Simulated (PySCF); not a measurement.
C4H12GeO (Ge(OtBu)H3)

The calculation's input:

```
{"job": {"kind": "uv", "xc": "CAM-B3LYP", "basis": "def2-SVPD", "ip": false, "nstates": 15}, "charge": 0, "multiplicity": 1}
Ge     1.282766    -0.161824    -2.046214
O      1.140706     0.077998    -0.287021
C     -0.068816     0.060530     0.461872
C     -0.941678    -1.127291     0.062666
C      0.365578    -0.070173     1.917191
C     -0.818543     1.373723     0.246938
H     -1.843886    -1.183276     0.690055
H     -1.275863    -1.044612    -0.985000
H     -0.384271    -2.069606     0.174221
H      0.925149    -1.006221     2.060115
H     -0.500925    -0.067662     2.595532
H      1.027365     0.766104     2.185499
H     -1.126274     1.486170    -0.804301
H     -0.169031     2.222675     0.506463
H     -1.724297     1.422837     0.870380
H      2.721394     0.273769    -2.351381
H      0.264104     0.709820    -2.811773
H      1.070202    -1.646031    -2.407532
```

Command:

```sh
OMP_NUM_THREADS=1 python probes_run.py task.json out
```

Geometry: PBE0-D3(BJ)/def2-SVP.

All numbers below come from CAM-B3LYP/def2-SVPD, SCF density, gas phase (PySCF 2.14.0).

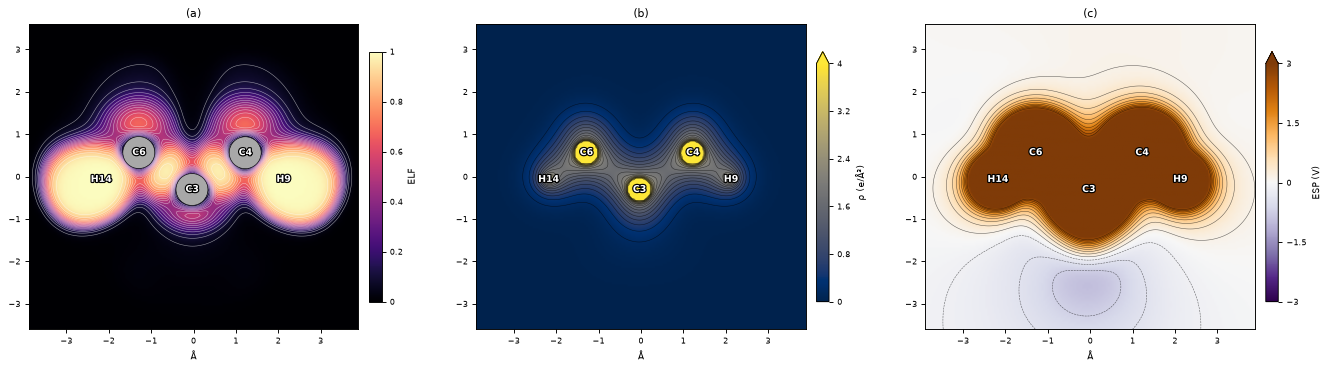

Figure 1. (a) electron localisation function; (b) electron density; (c) molecular electrostatic potential on the plane of atoms C4, C3 and C6. Grey discs cover the atomic cores in the ELF map.

Question: Describe what can be read from this map.

Answer:
- Atoms in the plane: C and H.
- C–C (1.53 Å): ρ is about 1.7 e/Å³ halfway; the ELF peaks at about 0.95 between the atoms, as expected for a shared electron pair.
- C–H (1.10 Å): ρ at the midpoint is about 1.9 e/Å³; the ELF climbs to about 1 towards the hydrogen, as it does in any bond to H: an ordinary covalent bond to hydrogen.
- Outside the dense part of the molecule the potential is most negative (−0.9 V) near C5, which lies off the plane.

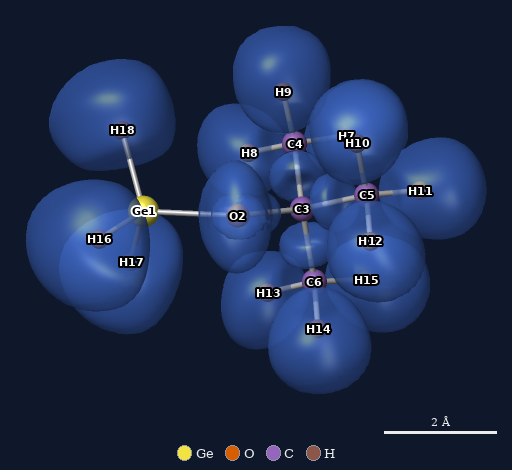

Figure 2. Isosurface of the electron localisation function at 0.75 (blue), seen across its widest extent. Core shells and regions of very low density are left out.

Question: Where are the electrons localised?

Answer: The surface consists of three regions between bonded C–C atoms (shared pairs), twelve regions around hydrogen nuclei and one region on O in which the atom's valence shell and bonds are merged. Profiles from the grid: C–O (1.42 Å): the ELF peaks at about 0.90 between the atoms (a polar covalent bond). C–C (1.52 Å): the ELF peaks at about 0.95 between the atoms; localised, covalent bonding.

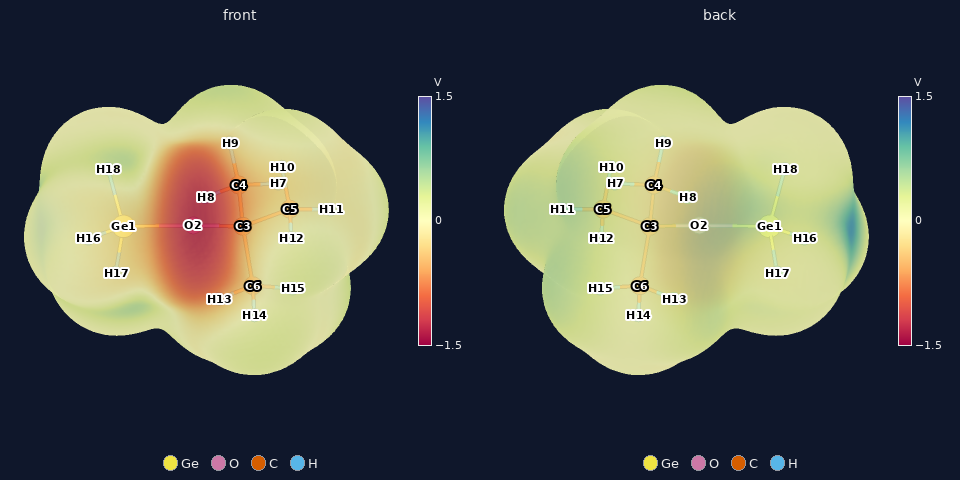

Figure 3. The molecular electrostatic potential painted on the density surface at 0.001 e/bohr³, seen from the front and from behind; the colour scale runs from red (negative) to blue (positive).

Question: Which sites attract a positive test charge, and which a negative one?

Answer: A positive charge is drawn to the negative regions and a negative charge to the positive ones. The most negative region (about −1.3 V) lies over O2, the most positive (about +1.0 V) over Ge1. O2 is the likeliest acceptor of a hydrogen bond.

Question: What dipole moment does the calculation give?

Answer: Its dipole moment is 1.19 D.
